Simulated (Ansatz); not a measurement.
BH₅SO₃: several calculations on one system

Part 1: Relaxation

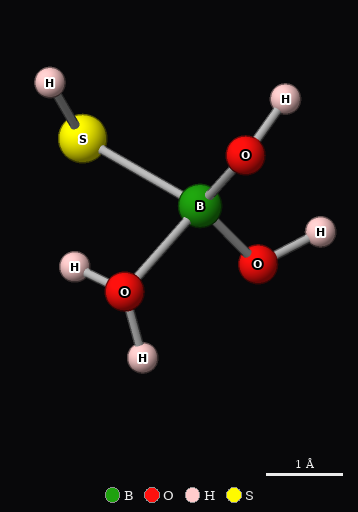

Starting structure of BH₅SO₃ (started from a transition state, displaced along its imaginary mode). The picture is a ball-and-stick view, seen face on.

The calculation used RKS PBE0-D4/def2-TZVP (Ansatz 0.2.0).

Input file:
```yaml
crystal:
  periodic: [false, false, false]
  atoms:
    - {symbol: B, position_ang: [-0.200508, -0.100338, -0.183879]}
    - {symbol: O, position_ang: [1.118128, 0.904831, -0.234544]}
    - {symbol: O, position_ang: [0.117589, -1.080750, -1.140698]}
    - {symbol: O, position_ang: [-1.307337, 0.755120, -0.355933]}
    - {symbol: H, position_ang: [1.359113, 0.602413, 0.529781]}
    - {symbol: S, position_ang: [0.250513, -0.702827, 1.676057]}
    - {symbol: H, position_ang: [1.718076, 0.590225, -0.927330]}
    - {symbol: H, position_ang: [-0.650971, -1.569962, -1.461764]}
    - {symbol: H, position_ang: [-2.125484, 0.253366, -0.242217]}
    - {symbol: H, position_ang: [-0.279119, 0.347923, 2.340426]}
basis:
  gaussian: {orbitals: def2-TZVP}
hamiltonian: {xc: pbe0, dispersion: d4}
relax: {f_tol: 0.005, max_steps: 200}
```

Run as
```bash
ansatz run in.yaml --threads 4 --pin off --events-out ev --progress --plain --max-ram 9574MiB
```

### Where does the relaxation end?

The largest move after the best rigid fit is that of O2, 1.45 Å. By element the largest moves are O 1.45 Å, H 1.12 Å, B 0.67 Å, S 0.42 Å. Some distances before and after: B1–O2 1.659 → 3.582 Å, H5–S6 2.061 → 3.107 Å, O2–S6 2.643 → 3.668 Å, B1–S6 2.006 → 1.828 Å. Bonds break, among them: B1–O2 (1.66 → 3.58 Å). Bond angles that change, for instance: O4–B1–S6 118.2° → 126.2°, H5–O2–H7 110.4° → 104.1°, B1–O4–H9 109.6° → 115.8°. The energy falls by 27.9 kcal/mol in 46 accepted moves (53 points after the start). Largest force component: 8.4 eV/Å at the start, 0.0037 eV/Å at the end. The line search rejected the trial steps at points 8, 14, 22, 28, 30, 31, 34 of the run. The run took 2.2 min on 4 threads of Arm Neoverse V1, with other jobs on the host.

The structure at the end:

```xyz
10

B    -0.7582   -0.4212    0.0128
O     2.5030    0.8919   -0.6730
O     0.0686   -0.8712   -0.9720
O    -2.0293   -0.0612   -0.3077
H     2.3379    1.0778    0.2543
S    -0.0103   -0.3728    1.6805
H     1.8693    0.1993   -0.8899
H    -0.3667   -0.8958   -1.8297
H    -2.5781    0.2246    0.4233
H    -1.0362    0.2286    2.3014
```

After the run, drawn alike:

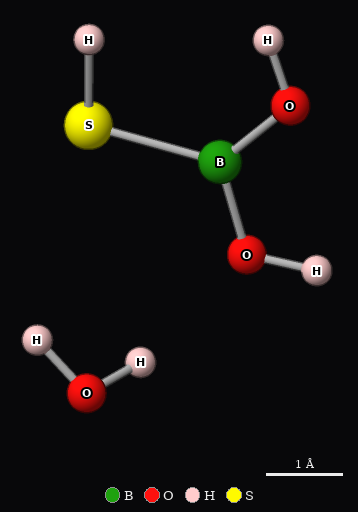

Part 2: Relaxation

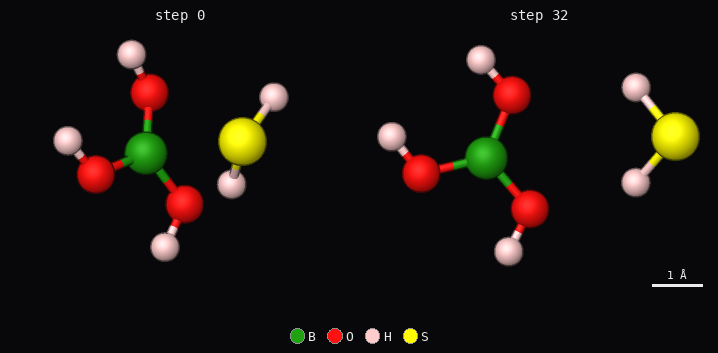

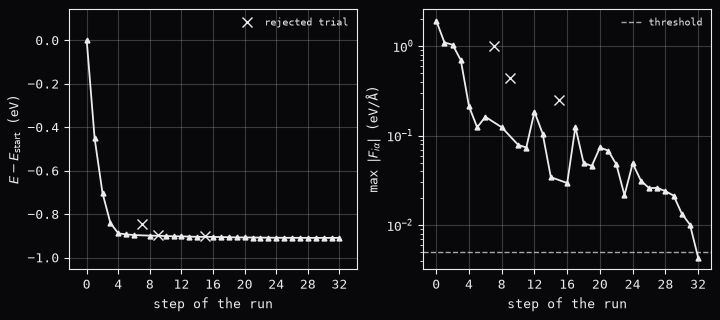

First and last geometry of a relaxation of BH$_{5}$SO$_{3}$ (started from a transition state, displaced along its imaginary mode), with the history of the run. A ball-and-stick model, seen face on.

All numbers below come from Ansatz, RKS PBE0-D4/def2-TZVP.

The input:
```yaml
crystal:
  periodic: [false, false, false]
  atoms:
    - {symbol: B, position_ang: [-0.106893, 0.128802, -0.548142]}
    - {symbol: O, position_ang: [1.023608, 0.917494, -0.402471]}
    - {symbol: O, position_ang: [0.104793, -1.038285, -1.260814]}
    - {symbol: O, position_ang: [-1.320087, 0.757186, -0.317059]}
    - {symbol: H, position_ang: [1.089226, 0.267388, 0.948014]}
    - {symbol: S, position_ang: [0.483656, -0.585151, 1.789466]}
    - {symbol: H, position_ang: [1.744327, 0.573361, -0.958013]}
    - {symbol: H, position_ang: [-0.652646, -1.616899, -1.384609]}
    - {symbol: H, position_ang: [-2.096029, 0.218738, -0.220509]}
    - {symbol: H, position_ang: [-0.269955, 0.377367, 2.354037]}
basis:
  gaussian: {orbitals: def2-TZVP}
hamiltonian: {xc: pbe0, dispersion: d4}
relax: {f_tol: 0.005, max_steps: 200}
```

Launched with:
```bash
ansatz run in.yaml --threads 4 --pin off --events-out ev --progress --plain --max-ram 9574MiB
```

Question: What do the curves and the structures tell?

Answer: It converged. Over 29 accepted moves (32 points after the start) the energy falls by 0.909 eV. Largest force component: 1.9 eV/Å at the start, 0.0043 eV/Å at the end. The line search rejected the trial steps at points 7, 9, 15 of the run. The largest move after the best rigid fit is that of S6, 1.52 Å. By element the largest moves are S 1.52 Å, H 1.06 Å, O 0.87 Å, B 0.39 Å. Among the contacts that change: B1–S6 2.515 → 4.019 Å, O2–H5 1.500 → 2.364 Å, B1–O2 1.386 → 1.363 Å, B1–O4 1.386 → 1.367 Å. Among the angles between lasting bonds that change: O2–B1–O3 114.2° → 118.2°, B1–O4–H9 118.4° → 115.4°, H5–S6–H10 93.5° → 90.9°. Groups turn about B1–O4 by about 25°.

```csv
step,"E − E(0), eV","largest force component, eV/Å",note
0,0.0000,1.9302,
1,-0.4510,1.0982,
2,-0.7029,1.0371,
3,-0.8410,0.6986,
4,-0.8883,0.2127,
5,-0.8931,0.1237,
6,-0.8963,0.1624,
7,-0.8449,0.9934,rejected
8,-0.8989,0.1241,
9,-0.8963,0.4384,rejected
10,-0.9008,0.0790,
11,-0.9018,0.0737,
12,-0.9021,0.1847,
13,-0.9034,0.1055,
15,-0.9026,0.2500,rejected
16,-0.9047,0.0296,
17,-0.9054,0.1250,
18,-0.9062,0.0498,
19,-0.9069,0.0458,
20,-0.9073,0.0738,
22,-0.9079,0.0478,
23,-0.9083,0.0216,
24,-0.9086,0.0491,
25,-0.9088,0.0315,
26,-0.9089,0.0259,
27,-0.9090,0.0261,
29,-0.9091,0.0214,
30,-0.9091,0.0135,
31,-0.9092,0.0101,
32,-0.9092,0.0043,
```

Part 3: Reaction

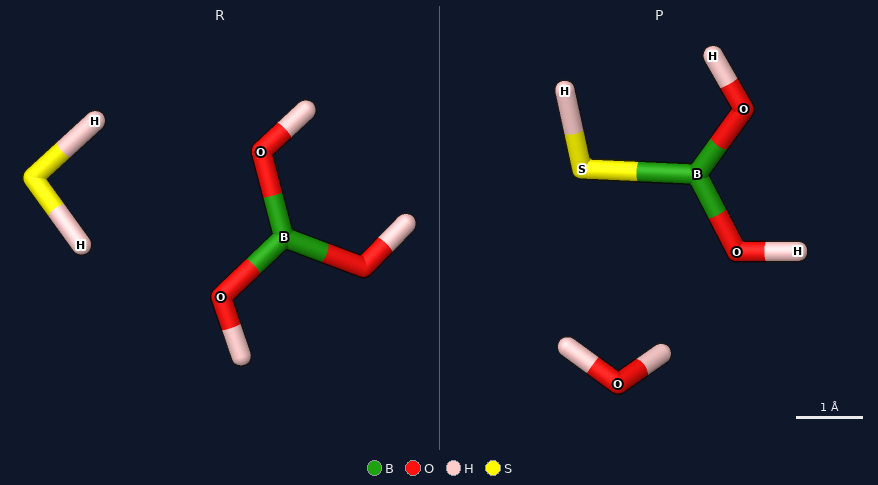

Reactant (R) and product (P) of one elementary step of BH5SO3. The picture is a stick view, seen face on.

Stationary points at PBE0-D4/def2-TZVP, single-point energies with CCSD(T)/CBS, CCSD(T), PBE-QIDH, B2PLYP, CAM-B3LYP-D4, RPA@PBE (def2-TZVPP where no basis is named; Ansatz 0.2.0). The energies are electronic, without zero-point or thermal terms, and both ends are the minima reached downhill from the saddle, with any fragments still in contact. CCSD(T)/CBS stands for a frozen-core estimate: MP2 correlation extrapolated from def2-TZVPP and def2-QZVPP, CCSD(T) minus MP2 from the smaller set.

What is the transition state like, and how high is the barrier?

Counted by bonded pieces, R holds BH₃O₃ + H₂S and P holds BH₃SO₂ + H₂O. From R over the saddle to P, bonds form: B–S (4.02 → 2.26 → 1.83 Å), H–O (2.36 → 1.17 → 0.96 Å). Bonds break: B–O (1.36 → 1.52 → 3.58 Å), H–S (1.34 → 1.70 → 3.11 Å). The saddle has one imaginary mode, 955i cm⁻¹. With CCSD(T)/CBS the barrier is 1.57 eV from R and 1.08 eV from P, and P lies 0.49 eV above R.

```csv
level,barrier from R (eV),barrier from P (eV),P less R (eV)
CCSD(T)/CBS,1.57,1.08,0.49
CCSD(T),1.58,1.06,0.52
PBE-QIDH,1.45,0.96,0.49
B2PLYP,1.60,1.06,0.54
CAM-B3LYP-D4,1.59,1.02,0.58
RPA@PBE,1.59,1.06,0.53
```

Against CCSD(T)/CBS, CCSD(T) comes closest on the barrier from R (+0.01 eV) and PBE-QIDH misses most (−0.12 eV).

The saddle point in the same view, with dashed sticks for the bonds that form or break:

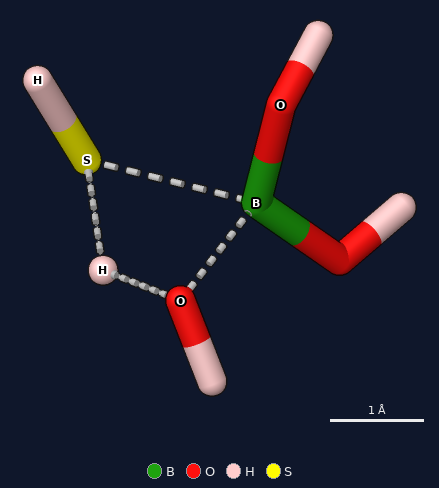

Limits of the set-up: the start holds two separate molecules, 2.4 Å apart at their closest, whose relative position is a soft coordinate.
